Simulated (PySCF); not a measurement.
## Run report: C3H3BBrF, geometry relaxation

C3H3BBrF, computed with PBE0-D3(BJ)/def2-SVP geometry optimisation, gas phase (PySCF 2.14.0).

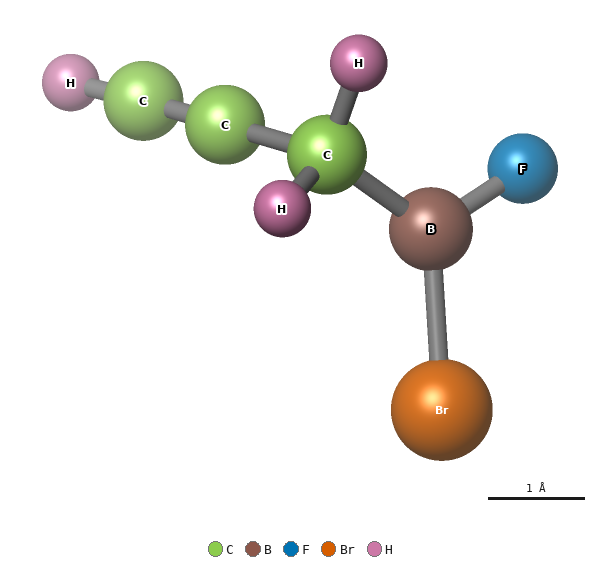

Figure 1. The structure as given in the input (ball-and-stick view, seen at a tilt). Bond lengths as drawn: B–Br 1.89 Å, B–C 1.55 Å, B–F 1.33 Å, C–C 1.22 to 1.47 Å and C–H 1.04 to 1.11 Å.

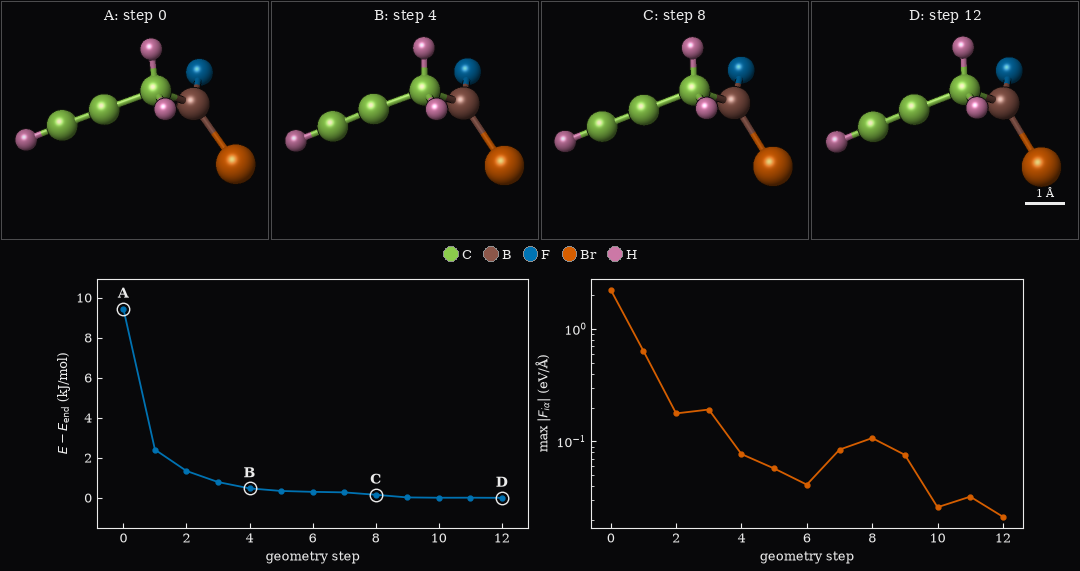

Figure 2. Frames of the relaxation (ball-and-stick view, seen at a tilt) above the curves, on which the letters mark them (steps are counted from 0).

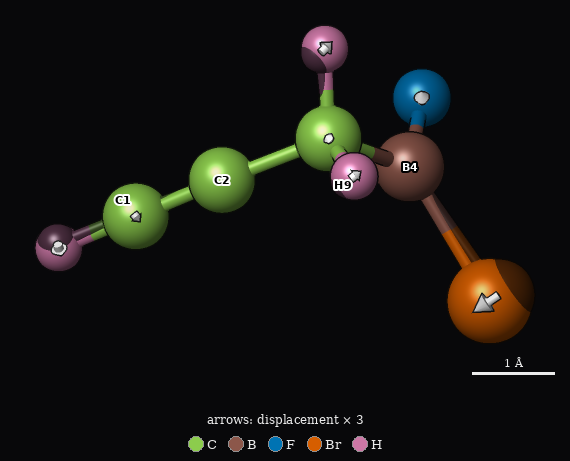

Figure 3. Start (faint) and end (solid) with the displacements as white arrows, magnified 3 times (ball-and-stick view, seen at a tilt). The two geometries are laid on each other by the best rigid fit. Br6 moves most after the best rigid fit: 0.14 Å. Largest moves by element: Br 0.14 Å, H 0.08 Å, F 0.07 Å, C 0.05 Å, B 0.02 Å. Among the contacts that change: C1–H7 1.039 → 1.074 Å, C3–B4 1.549 → 1.575 Å, B4–F5 1.335 → 1.315 Å, B4–Br6 1.892 → 1.912 Å. Among the angles that change: B4–C3–H8 114.4° → 109.7°, C2–C3–H8 106.0° → 110.2°, C2–C3–H9 107.4° → 110.6°. The energy falls by 9.45 kJ/mol in 12 geometry steps. The largest force component goes from 2.2 to 0.021 eV/Å. (Atoms are counted from 1 in the order of the input.)

The input that produced these results follows, with the program's output.

### Input file
```
{"job": {"xc": "PBE0", "basis": "def2-SVP", "d3": "d3bj", "grid": 1, "shake": 0.01, "kind": "geom"}, "charge": 0, "multiplicity": 1}
C      2.134600    -0.143310    -0.314680
C      1.028680    -0.040100     0.187580
C     -0.326720     0.061670     0.744180
B     -1.304090    -0.092220    -0.448040
F     -1.696470    -1.293440    -0.878270
Br    -2.069050     1.369320    -1.374720
H      3.088490    -0.188710    -0.723860
H     -0.403940    -0.723680     1.492900
H     -0.393690     1.033320     1.281170
```

The first line tells a small driver script what to run in PySCF; the rest is the geometry in Å.

Command:
```bash
OMP_NUM_THREADS=1 python <driver script> task.json out
```

### The program's output
```
step   0  E = -2813.94609743  max force = 0.043404
step   1  E = -2813.94877818  max force = 0.012410
step   2  E = -2813.94918446  max force = 0.003454
step   3  E = -2813.94939555  max force = 0.003740
step   4  E = -2813.94951575  max force = 0.001501
step   5  E = -2813.94956522  max force = 0.001118
step   6  E = -2813.94958208  max force = 0.000802
step   7  E = -2813.94959198  max force = 0.001646
step   8  E = -2813.94963789  max force = 0.002085
step   9  E = -2813.94968798  max force = 0.001478
step  10  E = -2813.94969417  max force = 0.000507
step  11  E = -2813.94969339  max force = 0.000627
step  12  E = -2813.94969603  max force = 0.000415
optimisation converged
```

### Trajectory as extended XYZ (Å, eV, eV/Å), 13 frames, from step=0 to step=12
```
9
Properties=species:S:1:pos:R:3:forces:R:3 step=0 energy=-76571.37350
C     2.1346   -0.1433   -0.3147   -2.2319   0.2481   0.9832
C     1.0287   -0.0401    0.1876    0.5673  -0.0683  -0.4376
C    -0.3267    0.0617    0.7442    1.2977   0.6879   0.3656
B    -1.3041   -0.0922   -0.4480   -0.8484  -0.9395  -0.4857
F    -1.6965   -1.2934   -0.8783    0.4418   0.4959   0.3923
Br   -2.0690    1.3693   -1.3747   -0.0403   0.4392  -0.1571
H     3.0885   -0.1887   -0.7239    1.4448  -0.1339  -0.6371
H    -0.4039   -0.7237    1.4929   -0.4043  -0.4567   0.2633
H    -0.3937    1.0333    1.2812   -0.2268  -0.2725  -0.2870
9
Properties=species:S:1:pos:R:3:forces:R:3 step=1 energy=-76571.44644
C     2.0591    0.0283   -0.3711    0.6381  -0.1215  -0.1203
C     1.0104    0.0134    0.2295   -0.3497   0.1790   0.0644
C    -0.3235    0.0372    0.8115   -0.1672  -0.1136  -0.1350
B    -1.2744   -0.1821   -0.4387    0.4173   0.2147   0.2245
F    -1.4442   -1.3964   -0.8974   -0.2120  -0.2508  -0.1382
Br   -2.0530    1.2793   -1.3958   -0.0622  -0.0419   0.0367
H     3.0339    0.0002   -0.8352   -0.2308   0.0502   0.0403
H    -0.4366   -0.7866    1.5360   -0.0475  -0.0042  -0.0119
H    -0.5146    0.9873    1.3264    0.0140   0.0880   0.0395
9
Properties=species:S:1:pos:R:3:forces:R:3 step=2 energy=-76571.45750
C     2.0947    0.0336   -0.3495   -0.0197  -0.0908   0.1708
C     1.0271    0.0223    0.2256    0.0670   0.0916  -0.1124
C    -0.3163    0.0377    0.7903    0.0456  -0.1776  -0.1146
B    -1.2621   -0.2008   -0.4521   -0.1294   0.1591   0.1136
F    -1.5150   -1.4074   -0.9081    0.0863  -0.0628   0.0804
Br   -2.0901    1.2650   -1.3571   -0.0172   0.0689  -0.0693
H     3.0691    0.0129   -0.8018   -0.0159   0.0340  -0.0406
H    -0.4369   -0.7781    1.5227    0.0128  -0.0145   0.0066
H    -0.5134    0.9953    1.2953   -0.0293  -0.0079  -0.0345
9
Properties=species:S:1:pos:R:3:forces:R:3 step=3 energy=-76571.46324
C     2.1107    0.0306   -0.3393   -0.1505  -0.0618   0.1923
C     1.0331    0.0219    0.2178    0.0846   0.0553  -0.1188
C    -0.3138    0.0329    0.7766    0.1137   0.0197  -0.0273
B    -1.2733   -0.1893   -0.4526   -0.1361  -0.0203   0.0680
F    -1.5269   -1.4084   -0.8791    0.0013   0.0490  -0.0324
Br   -2.1128    1.2712   -1.3632    0.0409  -0.0432  -0.0114
H     3.0856    0.0184   -0.7871    0.0443   0.0203  -0.0527
H    -0.4368   -0.7857    1.5059    0.0070  -0.0080  -0.0151
H    -0.5089    0.9889    1.2862   -0.0052  -0.0109  -0.0025
9
Properties=species:S:1:pos:R:3:forces:R:3 step=4 energy=-76571.46651
C     2.1239    0.0260   -0.3286   -0.0148  -0.0279   0.0772
C     1.0379    0.0219    0.2084   -0.0427   0.0196  -0.0562
C    -0.3092    0.0306    0.7655    0.0749   0.0431   0.0273
B    -1.2933   -0.1867   -0.4443   -0.0267  -0.0593  -0.0546
F    -1.5578   -1.4048   -0.8679   -0.0277   0.0550   0.0081
Br   -2.1165    1.2737   -1.3674    0.0151  -0.0222   0.0118
H     3.1008    0.0226   -0.7739    0.0197   0.0048  -0.0254
H    -0.4285   -0.7884    1.4950    0.0091  -0.0071  -0.0035
H    -0.5003    0.9856    1.2783   -0.0068  -0.0060   0.0152
9
Properties=species:S:1:pos:R:3:forces:R:3 step=5 energy=-76571.46786
C     2.1405    0.0179   -0.3175    0.0492   0.0015  -0.0070
C     1.0440    0.0206    0.1960   -0.0575  -0.0055  -0.0181
C    -0.3024    0.0295    0.7517    0.0174   0.0286   0.0368
B    -1.3093   -0.1826   -0.4418    0.0016  -0.0518  -0.0503
F    -1.6053   -1.3980   -0.8506   -0.0118   0.0457   0.0258
Br   -2.1236    1.2803   -1.3662    0.0095   0.0071   0.0056
H     3.1208    0.0208   -0.7570   -0.0052  -0.0128  -0.0016
H    -0.4180   -0.7905    1.4810    0.0046  -0.0075  -0.0037
H    -0.4895    0.9827    1.2696   -0.0078  -0.0052   0.0125
9
Properties=species:S:1:pos:R:3:forces:R:3 step=6 energy=-76571.46832
C     2.1500    0.0034   -0.3152    0.0346   0.0161  -0.0413
C     1.0471    0.0151    0.1842   -0.0198  -0.0151   0.0066
C    -0.2967    0.0291    0.7442   -0.0309   0.0014   0.0259
B    -1.3210   -0.1729   -0.4378    0.0244  -0.0074  -0.0185
F    -1.6513   -1.3832   -0.8311    0.0002   0.0111   0.0213
Br   -2.1141    1.2978   -1.3665    0.0050   0.0260  -0.0031
H     3.1318    0.0048   -0.7523   -0.0151  -0.0231   0.0087
H    -0.4117   -0.7938    1.4707    0.0039  -0.0050  -0.0053
H    -0.4771    0.9801    1.2689   -0.0024  -0.0040   0.0057
9
Properties=species:S:1:pos:R:3:forces:R:3 step=7 energy=-76571.46859
C     2.1519   -0.0233   -0.3213    0.0116   0.0209  -0.0669
C     1.0467    0.0035    0.1728    0.0316  -0.0121   0.0364
C    -0.2916    0.0296    0.7434   -0.0846  -0.0338   0.0020
B    -1.3296   -0.1526   -0.4313    0.0497   0.0631   0.0339
F    -1.7024   -1.3537   -0.8086    0.0083  -0.0551  -0.0023
Br   -2.0812    1.3330   -1.3694    0.0000   0.0386  -0.0104
H     3.1322   -0.0337   -0.7620   -0.0227  -0.0243   0.0157
H    -0.4094   -0.7993    1.4628    0.0005   0.0021  -0.0053
H    -0.4596    0.9771    1.2787    0.0056   0.0004  -0.0031
9
Properties=species:S:1:pos:R:3:forces:R:3 step=8 energy=-76571.46984
C     2.1401   -0.0467   -0.3351   -0.0262   0.0060  -0.0501
C     1.0409   -0.0072    0.1724    0.0783   0.0025   0.0417
C    -0.2920    0.0316    0.7545   -0.0959  -0.0541  -0.0263
B    -1.3258   -0.1335   -0.4267    0.0522   0.1072   0.0718
F    -1.7182   -1.3276   -0.8033    0.0012  -0.0888  -0.0213
Br   -2.0373    1.3666   -1.3734   -0.0041   0.0290  -0.0121
H     3.1147   -0.0759   -0.7868   -0.0170  -0.0115   0.0116
H    -0.4156   -0.8031    1.4661   -0.0020   0.0071  -0.0029
H    -0.4498    0.9764    1.2975    0.0136   0.0025  -0.0124
9
Properties=species:S:1:pos:R:3:forces:R:3 step=9 energy=-76571.47120
C     2.1142   -0.0729   -0.3588   -0.0479  -0.0241  -0.0061
C     1.0312   -0.0202    0.1818    0.0648   0.0138   0.0316
C    -0.2966    0.0341    0.7768   -0.0350  -0.0411  -0.0427
B    -1.3111   -0.1108   -0.4214    0.0143   0.0760   0.0574
F    -1.7073   -1.3007   -0.8107   -0.0069  -0.0375  -0.0217
Br   -1.9781    1.4062   -1.3760   -0.0067  -0.0058  -0.0043
H     3.0772   -0.1275   -0.8311    0.0063   0.0090  -0.0035
H    -0.4310   -0.8055    1.4799   -0.0028   0.0056   0.0017
H    -0.4414    0.9778    1.3246    0.0139   0.0039  -0.0124
9
Properties=species:S:1:pos:R:3:forces:R:3 step=10 energy=-76571.47137
C     2.1084   -0.0875   -0.3665   -0.0235  -0.0217  -0.0080
C     1.0309   -0.0279    0.1839    0.0219   0.0063   0.0253
C    -0.2960    0.0342    0.7812    0.0030  -0.0135  -0.0260
B    -1.3096   -0.0993   -0.4175   -0.0032   0.0248   0.0218
F    -1.7113   -1.2873   -0.8102   -0.0033  -0.0063  -0.0128
Br   -1.9649    1.4224   -1.3725   -0.0057  -0.0068   0.0025
H     3.0675   -0.1472   -0.8460    0.0082   0.0084  -0.0025
H    -0.4361   -0.8054    1.4828   -0.0048   0.0040   0.0032
H    -0.4317    0.9786    1.3300    0.0074   0.0047  -0.0035
9
Properties=species:S:1:pos:R:3:forces:R:3 step=11 energy=-76571.47135
C     2.1034   -0.1101   -0.3772    0.0063  -0.0102  -0.0063
C     1.0326   -0.0397    0.1846   -0.0186  -0.0034   0.0027
C    -0.2929    0.0356    0.7844    0.0323   0.0169  -0.0008
B    -1.3099   -0.0841   -0.4116   -0.0180  -0.0304  -0.0176
F    -1.7181   -1.2692   -0.8100    0.0060   0.0222   0.0040
Br   -1.9602    1.4432   -1.3605   -0.0038   0.0001   0.0092
H     3.0587   -0.1743   -0.8640    0.0020   0.0023   0.0011
H    -0.4413   -0.8023    1.4859   -0.0067   0.0006   0.0051
H    -0.4152    0.9816    1.3336    0.0005   0.0018   0.0026
9
Properties=species:S:1:pos:R:3:forces:R:3 step=12 energy=-76571.47142
C     2.1046   -0.1127   -0.3781    0.0058  -0.0062  -0.0050
C     1.0335   -0.0408    0.1830   -0.0134  -0.0041  -0.0008
C    -0.2916    0.0362    0.7831    0.0214   0.0119   0.0005
B    -1.3115   -0.0833   -0.4108   -0.0111  -0.0211  -0.0126
F    -1.7209   -1.2678   -0.8088    0.0060   0.0135   0.0034
Br   -1.9646    1.4445   -1.3570   -0.0041   0.0026   0.0083
H     3.0606   -0.1765   -0.8637    0.0003   0.0000   0.0005
H    -0.4402   -0.8014    1.4852   -0.0058   0.0022   0.0045
H    -0.4127    0.9823    1.3324    0.0009   0.0012   0.0011
```

### Results in brief

| quantity | value |
| --- | --- |
| outcome | converged |
| total energy | −2813.949696 hartree |
| dipole moment | 1.18 D |
| point group | C1 |
| hardware | 1 CPU thread, shared host |
| wall time | 1.8 min |
| peak memory | 0.47 GiB |
